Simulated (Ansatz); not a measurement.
Geometry relaxation of AlSiH$_{6}$ClO$_{2}$ (part 1 of 2)

System: AlSiH$_{6}$ClO$_{2}$.
Method: RKS PBE0-D4/6-31G* (Ansatz 0.2.0).

The input holds or restrains some coordinates. It belongs to a series of runs on one base structure; here: pulled along the bonds that form and break, towards end A. Figures and captions count atoms from 1; the log counts them from 0 in places.

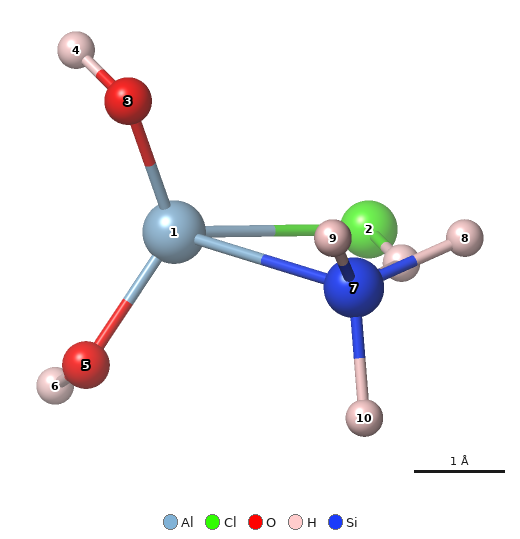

**Figure 1.** The starting structure (ball-and-stick view, seen at a tilt; atoms are numbered from 1 in the order of the input). Sticks mark near contacts.

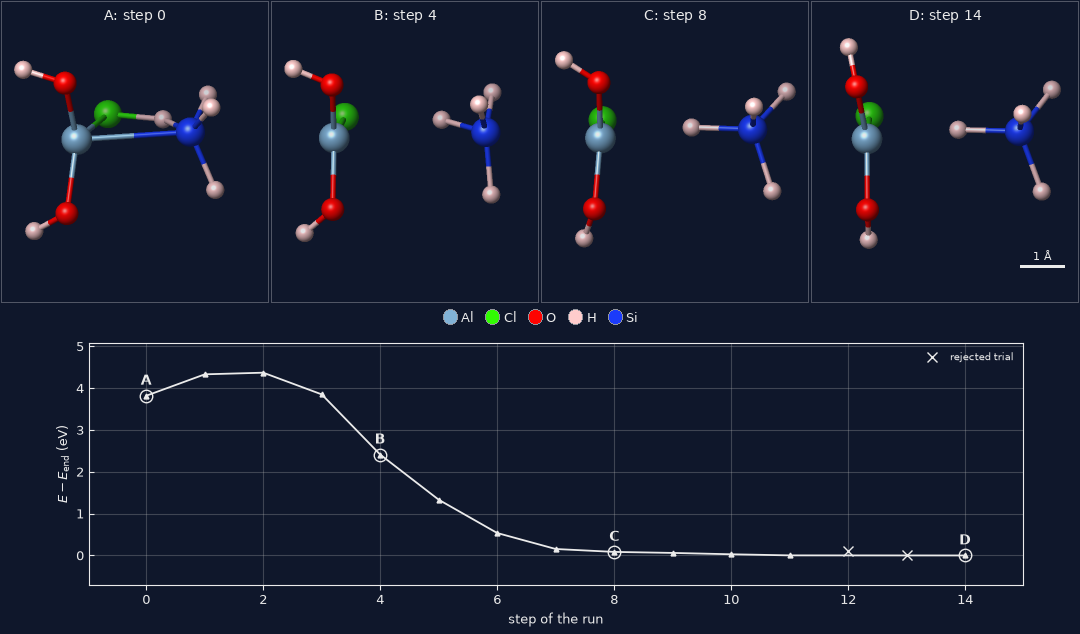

**Figure 2.** Frames of the restrained relaxation (ball-and-stick view, seen at a tilt) above the curves, on which the letters mark them (the first geometry is step 0 here and step 1 in the log).

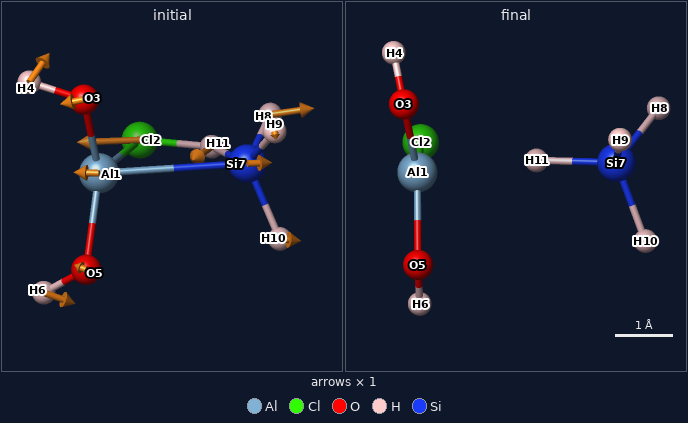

**Figure 3.** Before (left) and after (right) the restrained relaxation, at one scale (ball-and-stick view, seen at a tilt). The orange arrows give the displacements, at true length. The largest move after the best rigid fit is that of Cl2, 1.13 Å. By element the largest moves are Cl 1.13 Å, H 0.96 Å, Si 0.47 Å, Al 0.47 Å, O 0.45 Å. Among the contacts that change: Cl2–H11 1.537 → 2.584 Å, Al1–Si7 2.620 → 3.515 Å, Al1–Cl2 2.580 → 2.193 Å, Si7–H11 1.636 → 1.480 Å. Bonds break: Al1–Si7 (2.62 → 3.51 Å), Cl2–H11 (1.54 → 2.58 Å). Among the angles that change: H8–Si7–H11 46.7° → 106.5°, H9–Si7–H11 146.8° → 109.3°, Al1–O3–H4 109.5° → 120.6°. Over 14 geometry steps the energy falls by 3.819 eV. Largest force component: 3.6 eV/Å at the start, 1.1 eV/Å at the end. The line search rejected the trial steps at points 12, 13 (counted from 0) and went back. (Atoms are counted from 1 in the order of the input.)

The input and output of the run follow.

The input:
```yaml
crystal:
  periodic: [false, false, false]
  atoms:
    - { symbol: Al, position_ang: [0.0, 0.0, 0.0] }
    - { symbol: Cl, position_ang: [0.0, 0.0, 2.58] }
    - { symbol: O, position_ang: [1.5415, 0.0, -0.89] }
    - { symbol: H, position_ang: [1.8414, -0.9519, -1.0449] }
    - { symbol: O, position_ang: [-1.5415, 0.0, -0.89] }
    - { symbol: H, position_ang: [-2.0512, -0.8467, -0.6815] }
    - { symbol: Si, position_ang: [0.1174, 2.4836, 0.8261] }
    - { symbol: H, position_ang: [0.6937, 2.5244, 2.167] }
    - { symbol: H, position_ang: [0.9517, 3.2614, -0.0852] }
    - { symbol: H, position_ang: [-1.2275, 3.0508, 0.8577] }
    - { symbol: H, position_ang: [0.069, 1.4589, 2.1004] }
basis:
  gaussian: { orbitals: "6-31G*" }
hamiltonian:
  xc: pbe0
  dispersion: d4
relax:
  f_tol: 0.15
  max_steps: 25
  restrain:
    - { distance: [0, 6], at: 3.52, k: 30.0 }
    - { distance: [10, 1], at: 2.57, k: 30.0 }
    - { distance: [0, 1], at: 2.23, k: 30.0 }
    - { distance: [10, 6], at: 1.46, k: 30.0 }
```

Launched with:
```bash
ansatz run input.yaml --threads 2 --pin off --max-ram 3072MiB --backend cpu --events-out ev --progress --plain --runs-dir out
```

What the program printed:
```
The last accepted step is kept in [file] (removed where the run ends without a failure and the disk answers)
Engine: ansatz 0.2.0, aarch64-unknown-linux-gnu
Functional definition: PBE0
  parameter a = 0.25
  parameter kappa = 0.804
  parameter beta = 0.06672455060314922
  exchange = (1 - a)*pbe_x(kappa = kappa, mu = beta*pi^2/3) + a*exact_x
  correlation = pbe_c(beta = beta)
1004 factors; integrals over basis functions are off by at most 6.6e-4 eV
mean field evaluation 1: about -31163.2867 eV, gradient 7.1e1 eV
mean field evaluation 2: about -31126.8454 eV, gradient 1.5e2 eV
mean field evaluation 4: about -31172.5454 eV, gradient 5.1e0 eV
mean field evaluation 8: about -31172.6421 eV, gradient 2.0e-1 eV
mean field evaluation 16: about -31172.6422 eV, gradient 4.6e-5 eV
mean field -31172.64216021 eV, -1145.5734698119 hartree, gradient 4.6e-5 eV, S^2 0.000000; 0 other end points of the search recorded, 0 dependent functions left out
the calculation of the forces begins
reference -31172.64219809 eV, -1145.5734712040 hartree; 33, 33 occupied and 66, 66 virtual orbitals, 1004 factors
relax step   1: F+E_penalty+E_count = -31172.86544674 eV  Δ(F+E_penalty+E_count) = +0.000e0 eV  max|allowed force component| = 3.557e0 eV/Å  E_restraint = 30.44947070 eV  max|allowed force component, restraints' pulls added| = 3.109e1 eV/Å  Δτ_max = 0.0000 Å  (27 SCF iters, accepted)
  distance Al 0 - Si 6 = 2.6200 Å
  distance H 10 - Cl 1 = 1.5373 Å
  distance Al 0 - Cl 1 = 2.5800 Å
  distance H 10 - Si 6 = 1.6359 Å
these checks for a lower state are left out or cut short: starts, cluster_reference, orbital_swaps, neighbouring_geometries, increment
1004 factors; integrals over basis functions are off by at most 6.5e-4 eV
mean field -31172.13474543 eV, -1145.5548226626 hartree, gradient 1.4e-5 eV, S^2 0.000000; 0 other end points of the search recorded, 0 dependent functions left out
[... from here on the field's lines of each further geometry are left out, up to the last ...]
relax step   2: F+E_penalty+E_count = -31172.35333679 eV  Δ(F+E_penalty+E_count) = +5.121e-1 eV  max|allowed force component| = 3.409e0 eV/Å  E_restraint = 13.55303973 eV  max|allowed force component, restraints' pulls added| = 2.106e1 eV/Å  Δτ_max = 0.1948 Å  (35 SCF iters, accepted)
relax step   3: F+E_penalty+E_count = -31172.31401151 eV  Δ(F+E_penalty+E_count) = +3.933e-2 eV  max|allowed force component| = 2.926e0 eV/Å  E_restraint = 4.43729814 eV  max|allowed force component, restraints' pulls added| = 1.159e1 eV/Å  Δτ_max = 0.1949 Å  (30 SCF iters, accepted)
relax step   4: F+E_penalty+E_count = -31172.83315721 eV  Δ(F+E_penalty+E_count) = -5.191e-1 eV  max|allowed force component| = 3.024e0 eV/Å  E_restraint = 0.62265150 eV  max|allowed force component, restraints' pulls added| = 4.602e0 eV/Å  Δτ_max = 0.1948 Å  (29 SCF iters, accepted)
relax step   5: F+E_penalty+E_count = -31174.27298501 eV  Δ(F+E_penalty+E_count) = -1.440e0 eV  max|allowed force component| = 2.281e0 eV/Å  E_restraint = 0.05381277 eV  max|allowed force component, restraints' pulls added| = 2.704e0 eV/Å  Δτ_max = 0.1947 Å  (28 SCF iters, accepted)
relax step   6: F+E_penalty+E_count = -31175.35203068 eV  Δ(F+E_penalty+E_count) = -1.079e0 eV  max|allowed force component| = 1.793e0 eV/Å  E_restraint = 0.05209137 eV  max|allowed force component, restraints' pulls added| = 2.269e0 eV/Å  Δτ_max = 0.1978 Å  (28 SCF iters, accepted)
relax step   7: F+E_penalty+E_count = -31176.14798941 eV  Δ(F+E_penalty+E_count) = -7.960e-1 eV  max|allowed force component| = 1.140e0 eV/Å  E_restraint = 0.05935903 eV  max|allowed force component, restraints' pulls added| = 1.275e0 eV/Å  Δτ_max = 0.1957 Å  (27 SCF iters, accepted)
relax step   8: F+E_penalty+E_count = -31176.53025833 eV  Δ(F+E_penalty+E_count) = -3.823e-1 eV  max|allowed force component| = 1.157e0 eV/Å  E_restraint = 0.06387719 eV  max|allowed force component, restraints' pulls added| = 9.550e-1 eV/Å  Δτ_max = 0.1949 Å  (29 SCF iters, accepted)
relax step   9: F+E_penalty+E_count = -31176.59951362 eV  Δ(F+E_penalty+E_count) = -6.926e-2 eV  max|allowed force component| = 1.146e0 eV/Å  E_restraint = 0.04256781 eV  max|allowed force component, restraints' pulls added| = 2.488e-1 eV/Å  Δτ_max = 0.2000 Å  (28 SCF iters, accepted)
relax step  10: F+E_penalty+E_count = -31176.62386930 eV  Δ(F+E_penalty+E_count) = -2.436e-2 eV  max|allowed force component| = 1.173e0 eV/Å  E_restraint = 0.03095366 eV  max|allowed force component, restraints' pulls added| = 3.149e-1 eV/Å  Δτ_max = 0.2000 Å  (28 SCF iters, accepted)
relax step  11: F+E_penalty+E_count = -31176.65618308 eV  Δ(F+E_penalty+E_count) = -3.231e-2 eV  max|allowed force component| = 1.145e0 eV/Å  E_restraint = 0.03144396 eV  max|allowed force component, restraints' pulls added| = 2.636e-1 eV/Å  Δτ_max = 0.2000 Å  (28 SCF iters, accepted)
relax step  12: F+E_penalty+E_count = -31176.68272748 eV  Δ(F+E_penalty+E_count) = -2.654e-2 eV  max|allowed force component| = 1.111e0 eV/Å  E_restraint = 0.03179840 eV  max|allowed force component, restraints' pulls added| = 1.456e-1 eV/Å  Δτ_max = 0.1745 Å  (28 SCF iters, accepted)
relax step  13: F+E_penalty+E_count = -31176.57928273 eV  Δ(F+E_penalty+E_count) = +1.034e-1 eV  max|allowed force component| = 2.153e0 eV/Å  E_restraint = 0.02854077 eV  max|allowed force component, restraints' pulls added| = 2.153e0 eV/Å  Δτ_max = 0.1903 Å  (27 SCF iters, rejected (line search))
relax step  14: F+E_penalty+E_count = -31176.66978261 eV  Δ(F+E_penalty+E_count) = +1.294e-2 eV  max|allowed force component| = 1.025e0 eV/Å  E_restraint = 0.02968361 eV  max|allowed force component, restraints' pulls added| = 3.417e-1 eV/Å  Δτ_max = 0.0923 Å  (29 SCF iters, rejected (line search))
the calculation of the forces begins
reference -31176.47961918 eV, -1145.7144938281 hartree; 33, 33 occupied and 66, 66 virtual orbitals, 1004 factors
relax step  15: F+E_penalty+E_count = -31176.68488683 eV  Δ(F+E_penalty+E_count) = -2.159e-3 eV  max|allowed force component| = 1.074e0 eV/Å  E_restraint = 0.03019231 eV  max|allowed force component, restraints' pulls added| = 8.650e-2 eV/Å  Δτ_max = 0.0439 Å  (28 SCF iters, accepted)
  distance Al 0 - Si 6 = 3.5147 Å
  distance H 10 - Cl 1 = 2.5842 Å
  distance Al 0 - Cl 1 = 2.1927 Å
  distance H 10 - Si 6 = 1.4797 Å
1004 factors; integrals over basis functions are off by at most 7.5e-4 eV
mean field evaluation 128: about -31176.4796 eV, gradient 1.6e-2 eV
mean field -31176.47958175 eV, -1145.7144924525 hartree, gradient 8.4e-6 eV, S^2 0.000000; 1 other end points of the search recorded, 0 dependent functions left out
the calculation of the forces begins
reference -31176.47961918 eV, -1145.7144938281 hartree; 33, 33 occupied and 66, 66 virtual orbitals, 1004 factors
Total energy: -31176.68492426 eV, -1145.7220386505 hartree
Atom 0 at    -0.002089    -0.462740    -0.035123 Å, force    -0.012801    -0.084311     1.074257 eV/Å
Atom 1 at     0.017986    -1.024550     2.084256 Å, force    -0.018000    -0.132028    -0.923976 eV/Å
Atom 2 at     1.440234    -0.427544    -0.928327 Å, force    -0.086499    -0.002024    -0.027268 eV/Å
Atom 3 at     2.266329    -0.718125    -0.534549 Å, force     0.062983    -0.003913     0.056589 eV/Å
Atom 4 at    -1.477487    -0.232411    -0.846837 Å, force     0.082101    -0.014746     0.019099 eV/Å
Atom 5 at    -2.303041    -0.354661    -0.369458 Å, force    -0.031192     0.014668     0.020510 eV/Å
Atom 6 at     0.089258     2.860116     1.106543 Å, force     0.024719     0.425118    -0.074143 eV/Å
Atom 7 at     0.814374     3.287316     2.330343 Å, force    -0.003035    -0.001789    -0.011961 eV/Å
Atom 8 at     0.812151     3.297648    -0.114033 Å, force    -0.012828    -0.006883     0.000849 eV/Å
Atom 9 at    -1.303716     3.373822     1.104900 Å, force     0.001088    -0.017927     0.004853 eV/Å
Atom 10 at     0.040501     1.381629     1.141885 Å, force    -0.006536    -0.176166    -0.138808 eV/Å
Dipole moment:     0.014711     0.251680     0.142034 e Å
```

Trajectory as extended XYZ (Å, eV, eV/Å), 15 frames, from step=1 to step=15:
```
11
Properties=species:S:1:pos:R:3:forces:R:3 step=1 energy=-31172.86545
Al    0.0000    0.0000    0.0000    0.1753   3.4469  -0.7298
Cl    0.0000    0.0000    2.5800   -0.3315  -1.2971   0.1634
O     1.5415    0.0000   -0.8900   -0.5616  -2.8701   0.8145
H     1.8414   -0.9519   -1.0449   -0.2093   1.7544  -0.0249
O    -1.5415    0.0000   -0.8900    0.1342  -2.6920   1.5330
H    -2.0512   -0.8467   -0.6815    0.5575   1.6014  -0.6458
Si    0.1174    2.4836    0.8261   -0.8926  -0.0190  -3.5575
H     0.6937    2.5244    2.1670    0.2562   0.7341   1.2002
H     0.9517    3.2614   -0.0852    0.6032   0.4508   0.0302
H    -1.2275    3.0508    0.8577   -0.4085   0.5128   0.3832
H     0.0690    1.4589    2.1004    0.6772  -1.6223   0.8336
11
Properties=species:S:1:pos:R:3:forces:R:3 step=2 energy=-31172.35334
Al   -0.0045   -0.1570    0.0273    0.1329   3.4090   0.4072
Cl   -0.0123   -0.1891    2.5349   -0.1324  -1.3205  -1.0136
O     1.5280   -0.0246   -0.8749   -0.9836  -1.9440   0.9601
H     1.8461   -0.9441   -1.0497    0.0976   0.9383  -0.1023
O    -1.5328   -0.0227   -0.8724    0.7317  -1.9019   1.2824
H    -2.0551   -0.8402   -0.6884    0.0192   0.8574  -0.3912
Si    0.1180    2.6498    0.8673   -1.1612  -0.9890  -2.2022
H     0.7005    2.5396    2.1890    0.5392   1.4220   1.9558
H     0.9667    3.2783   -0.0922    1.0914   0.3281  -0.4012
H    -1.2452    3.0667    0.8637   -0.9590   0.9001   0.3892
H     0.0853    1.6237    2.0352    0.6242  -1.6995  -0.8843
```
